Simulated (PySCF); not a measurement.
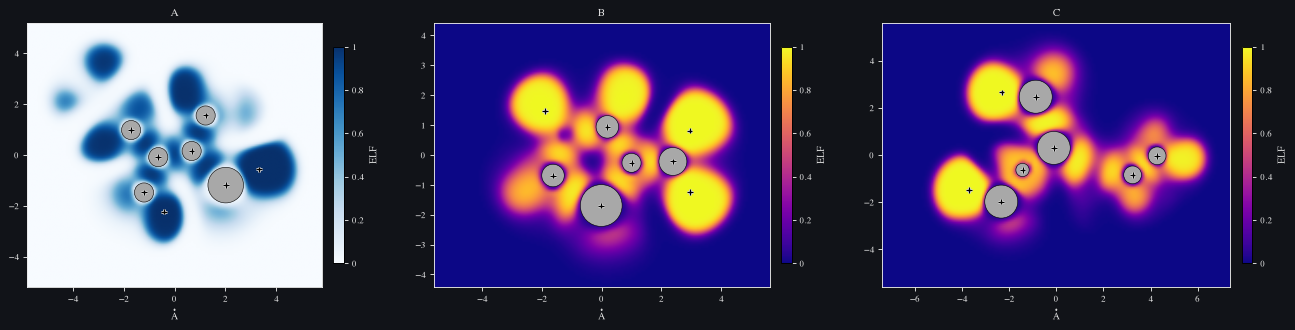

The ELF of 3 systems, each on a plane through atoms (crosses mark nuclei in the plane; grey discs cover the cores).

These are results of PBE0/pcSseg-1, SCF density, gas phase, non-relativistic in PySCF 2.14.0, not measurements.

System 1: C$_{6}$H$_{14}$BNSi (SMILES BN1C[C@H](CC=C)C[SiH2]1), the plane of atoms N2, Si9 and C8. Geometry: GFN2-xTB.

```csv
atom,x (Å),y (Å),z (Å)
B,-3.0101,-0.9045,-0.0541
N,-1.9127,-0.0531,0.0084
C,-1.1927,0.3802,-1.1839
C,0.2730,0.6284,-0.8193
C,1.0144,-0.7059,-0.6567
C,2.4546,-0.5051,-0.3131
C,3.0165,-0.9028,0.8129
C,0.2557,1.4089,0.4972
Si,-1.2069,0.6555,1.4462
H,-3.5478,-1.1820,0.9487
H,-3.3681,-1.3309,-1.0866
H,-1.2891,-0.3709,-1.9708
H,-1.6370,1.3136,-1.5519
H,0.7581,1.2048,-1.6150
H,0.5231,-1.2934,0.1213
H,0.9485,-1.2601,-1.5984
H,3.0401,0.0165,-1.0604
H,4.0594,-0.7367,1.0243
H,2.4525,-1.4199,1.5722
H,0.0806,2.4666,0.2976
H,1.2141,1.3362,1.0057
H,-2.0869,1.6635,2.0452
H,-0.8440,-0.3820,2.4135
```

System 2: C$_{7}$H$_{15}$FSi (SMILES CCC/C(C)=C(/[SiH3])CF), the plane of atoms C5, C4 and C6. Geometry: GFN2-xTB.

```xyz
24

C    -3.2659   -0.4450    0.5131
C    -1.8608    0.1438    0.5387
C    -1.0110   -0.3749   -0.6276
C     0.3697    0.2330   -0.6230
C     0.4924    1.4138   -1.5373
C     1.3862   -0.1987    0.1289
Si    3.1096    0.5931    0.1625
C     1.2531   -1.3820    1.0421
F     2.3820   -2.1750    0.9793
H    -3.2284   -1.5293    0.5937
H    -3.8573   -0.0593    1.3401
H    -3.7701   -0.1894   -0.4165
H    -1.3716   -0.1082    1.4820
H    -1.9231    1.2328    0.4799
H    -0.9610   -1.4646   -0.5738
H    -1.5100   -0.1173   -1.5644
H     1.4470    1.9182   -1.4301
H    -0.3085    2.1252   -1.3369
H     0.3895    1.0858   -2.5721
H     3.7470    0.4416   -1.1478
H     3.9194   -0.0407    1.1985
H     2.9771    2.0190    0.4941
H     1.1680   -1.0624    2.0886
H     0.4148   -2.0397    0.7955
```

System 3: C$_{2}$H$_{11}$FO$_{2}$Si$_{4}$, the plane of atoms O8, Si9 and H19. Geometry: GFN2-xTB.

```xyz
20

C    -3.5539   -0.3602    0.8229
C    -2.3720   -0.9149    1.0462
Si   -0.9588   -0.9427   -0.2090
O    -1.4776   -0.4372   -1.6759
Si    0.6909    0.6127    0.1581
F     0.5786    0.9861    1.7462
Si    0.9987    2.5976   -0.9941
O     2.1344   -0.1398    0.0901
Si    3.2642   -1.2549    0.4004
H    -4.3407   -0.3314    1.5619
H    -3.7900    0.0983   -0.1252
H    -2.1912   -1.3488    2.0215
H    -0.5790   -2.3701   -0.3013
H    -2.2468   -0.8157   -2.0934
H     0.3096    3.7268   -0.3529
H     2.3982    3.0199   -1.1479
H     0.4473    2.5051   -2.3522
H     2.9127   -2.4325   -0.3948
H     4.5128   -0.6329   -0.0336
H     3.2575   -1.5547    1.8300
```

**Which map belongs to which system?**

Panel A is system 2, C$_{7}$H$_{15}$FSi: the plane holds C, Si and H. C–C (1.34 Å): the ELF peaks at about 0.90 between the atoms: a multiple bond. Panel B is system 1, C$_{6}$H$_{14}$BNSi: the plane holds B, N, C, Si and H. B–N (1.39 Å): the ELF peaks at about 0.90 between the atoms; a short, strongly polar bond. Panel C is system 3, C$_{2}$H$_{11}$FO$_{2}$Si$_{4}$: the plane holds C, Si, O and H. C–C (1.32 Å): the ELF peaks at about 0.90 between the atoms (a short, multiple covalent bond).
